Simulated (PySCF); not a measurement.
# C$_{5}$H$_{11}$N$_{2}$Si (doublet): what the fields show

Input

```
{"job": {"kind": "epr", "basis": "pcH-1"}, "charge": 0, "multiplicity": 2}
C     -3.237406    -0.048798    -0.949995
C     -1.944813     0.222607    -0.834284
C     -0.927141    -0.701164    -0.221999
C     -0.639733    -0.133530     1.124799
N      0.543928     0.565741     1.156650
Si     1.420372     0.488762    -0.339910
C      3.200444    -0.118940    -0.175870
N      0.340794    -0.710393    -0.923396
H     -3.637267    -1.010686    -0.674983
H     -3.943884     0.676891    -1.315674
H     -1.548012     1.190940    -1.107900
H     -1.335129    -1.719925    -0.165026
H     -1.423469     0.091907     1.824166
H      0.734080     1.122577     1.970117
H      1.395941     1.810045    -1.002830
H      3.789190     0.586909     0.399726
H      3.266779    -1.087695     0.307324
H      3.660946    -0.200141    -1.153696
H      0.274577    -1.015857    -1.879191
```

Command:

```sh
OMP_NUM_THREADS=1 python probes_run.py task.json out
```

Geometry: GFN2-xTB.

Computed with PySCF 2.14.0, density-fitted response routines, UKS B3LYP, pcH-1 on C H N Si, non-relativistic, mean-field spin-orbit, GIAO.

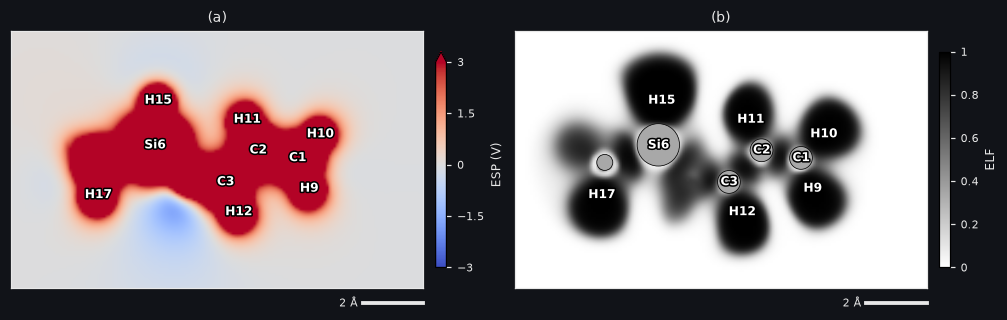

Figure 1. (a) electrostatic potential; (b) ELF on the plane of atoms C2, C1 and H9. Grey discs cover the atomic cores in the ELF map.

Interpret the plot.

The plane passes through C, Si and H nuclei.
C–C (1.33 Å): the ELF peaks at about 0.95 between the atoms: a short, multiple covalent bond.
C–C (1.50 Å): the ELF peaks at about 0.95 between the atoms: a covalent bond.
Outside the dense part of the molecule the potential is most negative (−1.6 V) near N8, which lies off the plane.

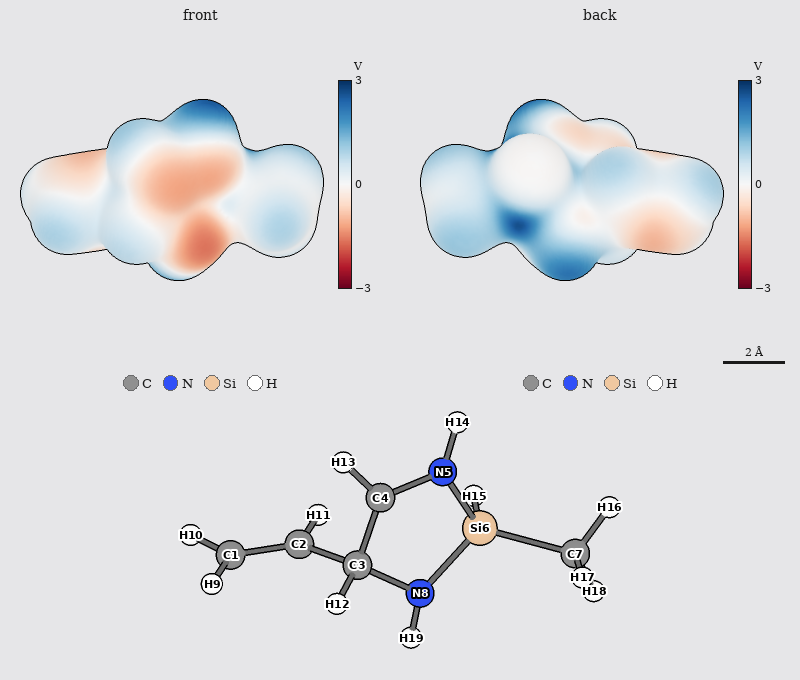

Figure 2. The molecular electrostatic potential painted on the density surface at 0.004 e/bohr³, seen from the front and from behind; the colour scale runs from red (negative) to blue (positive). The bare structure is drawn below in the same view.

Which sites attract a positive test charge, and which a negative one?

A positive charge is drawn to the negative regions and a negative charge to the positive ones. The most negative region (about −1.5 V, or −35 kcal/mol for a unit charge) lies over N8, the most positive (about +2.5 V, or +58 kcal/mol for a unit charge) over Si6 and H14. N8 is the likeliest acceptor of a hydrogen bond.
